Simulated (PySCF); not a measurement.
C₂H₆F₂O, SMILES `CO.FCF`.

Method: CAM-B3LYP/def2-SVP; geometry: an unrelaxed start of a pair search; program: PySCF. Without diffuse functions Rydberg states are missing, so the states' numbers hold for this basis only.

Geometry (Å), atoms numbered from 1:

```
C1      -2.7485   -0.3070    0.3891
O2      -1.9017    0.3756   -0.5088
H3      -2.1303   -1.0396    0.9051
H4      -3.5525   -0.8309   -0.1363
H5      -3.1846    0.3744    1.1262
H6      -2.4226    1.0319   -0.9841
F7       1.9229   -1.0988   -0.1858
C8       1.1503   -0.0196    0.0467
F9       1.9668    1.0367    0.2304
H10      0.5091    0.1637   -0.8239
H11      0.5752   -0.1858    0.9665
```

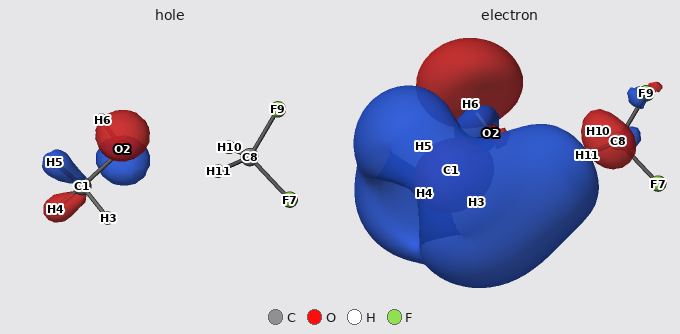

Leading natural transition orbital pair of S₂ (TDA singlet states); the surfaces enclose about 70 % of each orbital's density.

Where does the state lie, and where do hole and electron sit?

Answer. 9.20 eV (135 nm), f = 0.031; the leading pair carries 99 %; hole on O2 (66 %), C1 (14 %) and H4 and H5 (7 % each), electron on H3 (29 %), C1 (18 %) and H4, H5, H6 and H11 (11 % each); their centroids lie 1.2 Å apart. In canonical orbitals it is mainly HOMO → LUMO+1 (90 %). The HOMO–LUMO gap is 11.75 eV.
